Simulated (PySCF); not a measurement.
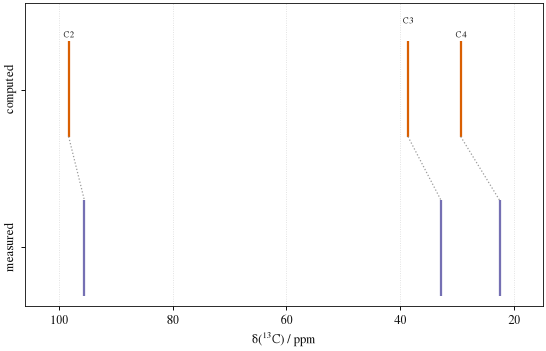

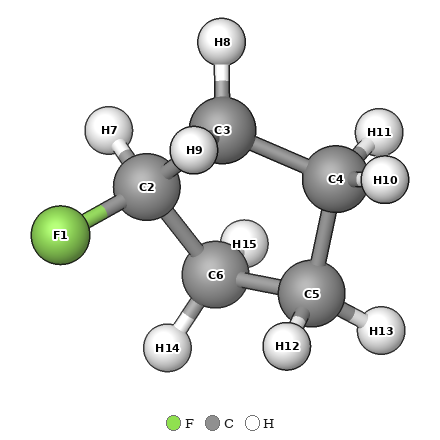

¹³C shifts of C₅H₉F, SMILES FC1CCCC1 against TMS: GIAO PBE0/pcSseg-1 (PySCF) for one gas-phase conformer (GFN2-xTB, like atoms averaged; labels name one atom of each set) above, published measurements (solution) below; dotted lines join the same nuclei. Only nuclei with a measured value are shown, one named for each set of like atoms.

### Is the order of the signals reproduced?

Yes, no dotted lines cross.

### Give the values.

```tsv
nucleus	computed	measured
C2	98.3	95.5
C3	38.6	32.8
C4	29.3	22.5
```

Known limits of this run: the tight-binding geometry is rougher than a DFT one and adds to the error.
